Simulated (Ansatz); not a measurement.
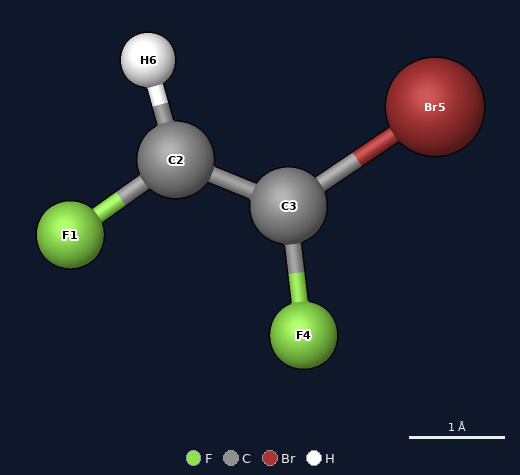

C$_{2}$HBrF$_{2}$, before the relaxation. A ball-and-stick model, seen at a tilt.

The run prepares an end point of a later path (torsion) calculation, from a guessed geometry.

Method: RKS r2SCANh/def2-SVP (Ansatz 0.2.0).

Input file:
```yaml
crystal:
  periodic: [false, false, false]
  atoms:
    - { symbol: F, position_ang: [0.2992, -1.1057, 1.4454] }
    - { symbol: C, position_ang: [0.0331, 0.0059, 0.7054] }
    - { symbol: C, position_ang: [0.0021, -0.0151, -0.5771] }
    - { symbol: F, position_ang: [0.2919, -1.1888, -1.228] }
    - { symbol: Br, position_ang: [-0.3922, 1.4688, -1.6284] }
    - { symbol: H, position_ang: [-0.1993, 0.8438, 1.3628] }
basis:
  gaussian: { orbitals: def2-SVP }
hamiltonian:
  xc: r2scanh
relax:
  f_tol: 0.015
  max_steps: 40
```

Launched with:
```bash
ansatz run input.yaml --threads 2 --pin off --max-ram 3072MiB --backend cpu --events-out ev --progress --plain --runs-dir out
```

### Predict the outcome.

After 5 geometry steps the energy has fallen by 0.199 eV. The largest force component goes from 4.7 to 0.011 eV/Å. The largest move after the best rigid fit is that of F4, 0.057 Å. By element the largest moves are F 0.057 Å, C 0.055 Å, H 0.043 Å, Br 0.020 Å. Among the contacts that change: C3–F4 1.373 → 1.318 Å, C2–C3 1.283 → 1.335 Å, F1–C2 1.362 → 1.328 Å, C3–Br5 1.861 → 1.870 Å. Among the angles between lasting bonds that change: F1–C2–H6 110.0° → 115.9°, C3–C2–H6 127.6° → 123.5°, C2–C3–F4 118.9° → 122.4°. The run took 22 s on 2 threads of Intel(R) Xeon(R) Platinum 8259CL CPU @ 2.50GHz (Skylake/Cascade Lake) (shared host), peak memory 0.23 GiB.

Final geometry:

```xyz
6

F     0.3076   -1.1080    1.4543
C     0.0201   -0.0174    0.7538
C     0.0112   -0.0496   -0.5803
F     0.2819   -1.1447   -1.2622
Br   -0.3853    1.4519   -1.6215
H    -0.2007    0.8767    1.3359
```

The end point in the same view:

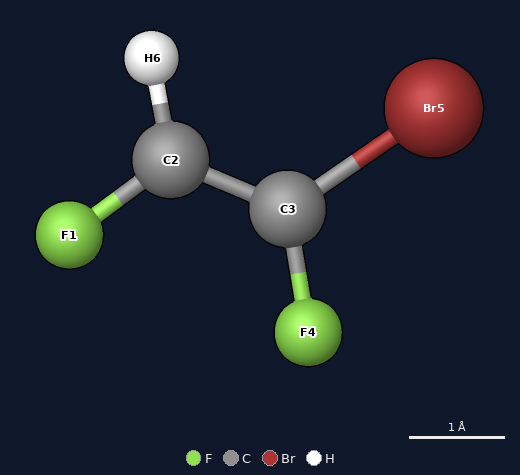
